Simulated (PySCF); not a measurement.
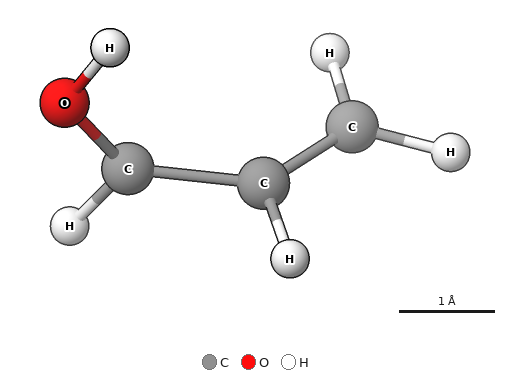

Fig. 1: The structure as given in the input (ball-and-stick view, seen at a tilt). Bond lengths as drawn: C–C 1.32 to 1.44 Å, C–H 1.08 to 1.10 Å, C–O 1.25 Å and H–O 0.99 Å.

# Run report: C3H5O (charge +1), NMR shielding calculation

The run: NMR shielding calculation of C3H5O, charge +1, SMILES C=C[CH+]O. Method and program: GIAO PBE0/pcSseg-2 NMR shielding, non-relativistic, gas phase (PySCF 2.14.0).

The geometry comes from this level: GFN2-xTB. Figures and captions count atoms from 1; the log counts them from 0 in places.

The program's output:
```
coarse grid: 7448 points
cycle   1  E = -191.9887166782  dE =  8.782e-01  |g| = 5.559e-01  |ddm| = 1.958e+00
cycle   2  E = -191.8881572654  dE =  1.006e-01  |g| = 9.238e-01  |ddm| = 7.566e-01
cycle   3  E = -192.0532623864  dE = -1.651e-01  |g| = 1.134e-01  |ddm| = 4.318e-01
cycle   4  E = -192.0556734105  dE = -2.411e-03  |g| = 4.340e-02  |ddm| = 9.172e-02
cycle   5  E = -192.0560687901  dE = -3.954e-04  |g| = 7.302e-03  |ddm| = 2.963e-02
cycle   6  E = -192.0560775953  dE = -8.805e-06  |g| = 3.321e-03  |ddm| = 6.866e-03
cycle   7  E = -192.0560801041  dE = -2.509e-06  |g| = 9.539e-04  |ddm| = 2.290e-03
final grid: 71696 points
cycle   8  E = -192.0528099028  dE = -6.058e-05  |g| = 7.123e-03  |ddm| = 2.593e-02
cycle   9  E = -192.0527955398  dE =  1.436e-05  |g| = 1.122e-02  |ddm| = 9.266e-03
cycle  10  E = -192.0528204067  dE = -2.487e-05  |g| = 1.531e-03  |ddm| = 5.412e-03
cycle  11  E = -192.0528208547  dE = -4.480e-07  |g| = 1.926e-04  |ddm| = 8.911e-04
cycle  12  E = -192.0528208605  dE = -5.803e-09  |g| = 1.231e-04  |ddm| = 1.923e-04
cycle  13  E = -192.0528208642  dE = -3.713e-09  |g| = 2.806e-05  |ddm| = 8.264e-05
cycle  14  E = -192.0528208644  dE = -1.660e-10  |g| = 7.946e-06  |ddm| = 2.051e-05
```

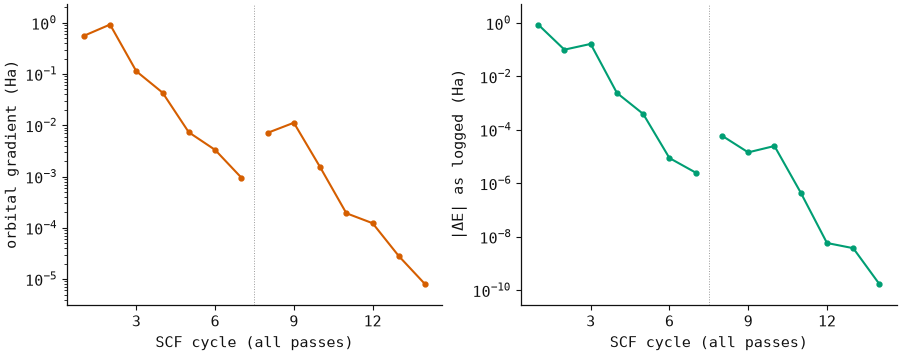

Fig. 2: Convergence of the self-consistent field: orbital gradient and size of the energy change against the SCF cycle. The dotted line marks the change from a coarse to the final integration grid. The first 7 cycles use a coarse grid, the final grid takes over at cycle 8, and the field converges after 14 cycles in all.

```
converged SCF energy = -192.0528208644

GIAO shielding tensors (ppm)
atom      isotropic    diamagn.    paramagn.     s11        s22        s33       span
  0 C       38.298     252.243    -213.944    -75.525      5.365    185.056    260.582
  1 C       52.275     260.238    -207.963    -38.752     76.208    119.369    158.122
  2 C      -65.361     251.519    -316.880   -232.269    -77.330    113.515    345.784
  3 O      -43.556     381.506    -425.062   -318.336    -84.419    272.087    590.423
  4 H       24.444      28.802      -4.358     21.845     24.526     26.961      5.115
  5 H       24.877      30.020      -5.143     21.420     25.008     28.203      6.783
  6 H       24.610      29.661      -5.051     23.325     24.749     25.755      2.430
  7 H       20.814      26.687      -5.873     16.690     20.135     25.618      8.928
  8 H       19.000      27.799      -8.799     18.054     18.367     20.579      2.525
```

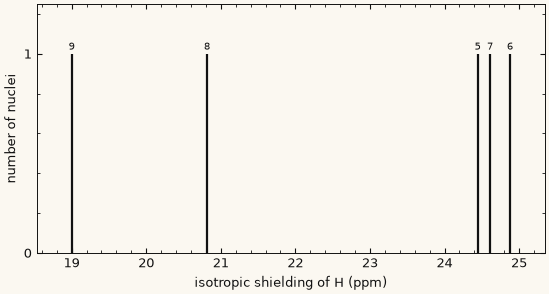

Fig. 3: Isotropic shieldings of the hydrogen nuclei in this fixed geometry, labelled by atom number; shielding grows to the right, so chemical shift grows to the left. The least shielded is H9 (19.0 ppm), the most shielded H6 (24.9 ppm).

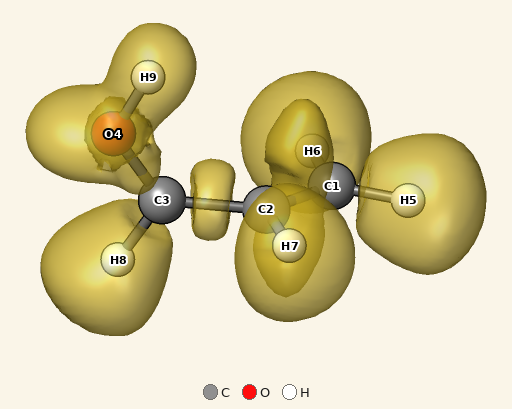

Fig. 4: Isosurface of the ELF at 0.75 (yellow), seen at a tilt. Only the valence region is drawn (cores and ρ < 0.01 e/Å³ removed). Along the contacts the grid gives the following. C–O (1.25 Å): the ELF peaks at about 0.90 between the atoms; a multiple bond by its length, whose ELF region spreads away from the axis. C–C (1.32 Å): the ELF peaks at about 0.90 between the atoms (a double or triple bond).

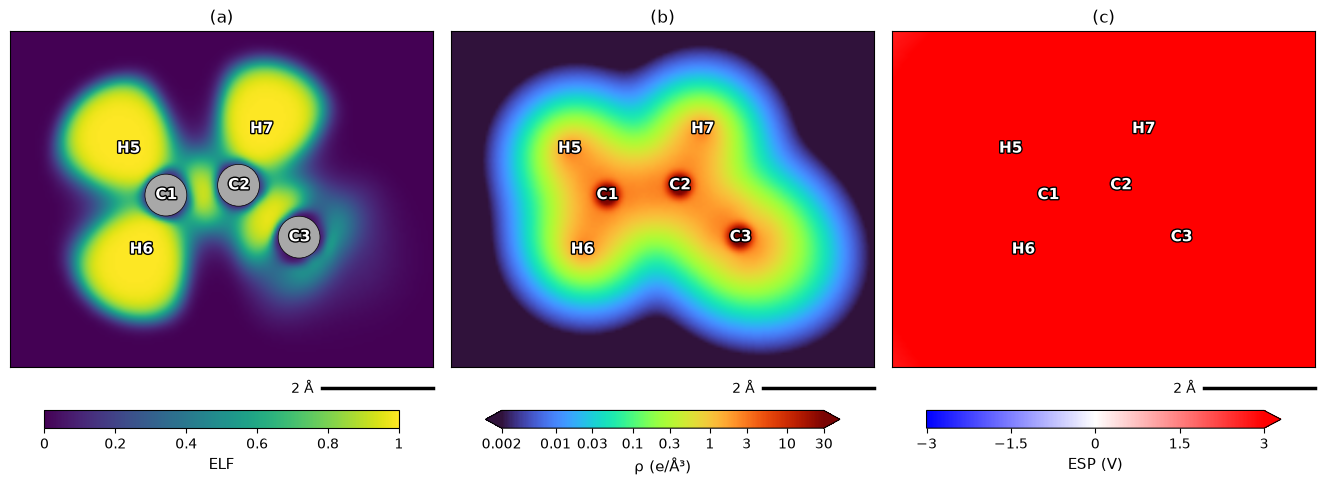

Fig. 5: (a) ELF; (b) total electron density; (c) electrostatic potential on the plane of atoms C1, C2 and C3. Grey discs, where drawn, cover atomic cores. The section cuts through C and H sites. The potential has no marked negative region in this plane.

This output came from the following input.

The input:
```
{"job": {"kind": "nmr", "xc": "PBE0", "basis": "pcSseg-2", "pop": false}, "charge": 1, "multiplicity": 1}
C      1.476610     0.016828     0.109372
C      0.273985    -0.341868    -0.305396
C     -0.983470     0.353076    -0.308581
O     -1.899791     0.258720     0.534338
H      2.322192    -0.641170     0.004791
H      1.660674     0.971994     0.574078
H      0.130592    -1.320256    -0.780251
H     -1.236409     0.983345    -1.172749
H     -1.744383    -0.280669     1.344398
```

The first line tells a small driver script what to run in PySCF; the rest is the geometry in Å.

Launch command:
```bash
OMP_NUM_THREADS=1 python <driver script> task.json out
```

Results in brief:

- outcome: converged
- total energy: −192.052821 hartree
- HOMO: −14.04 eV
- LUMO: −8.82 eV
- isotropic shielding, C: −65.4 to 52.3 ppm
- isotropic shielding, O: −43.6 ppm
- isotropic shielding, H: 19.0 to 24.9 ppm
- hardware: 1 CPU thread, shared host
- wall time: 19 s
- peak memory: 0.95 GiB
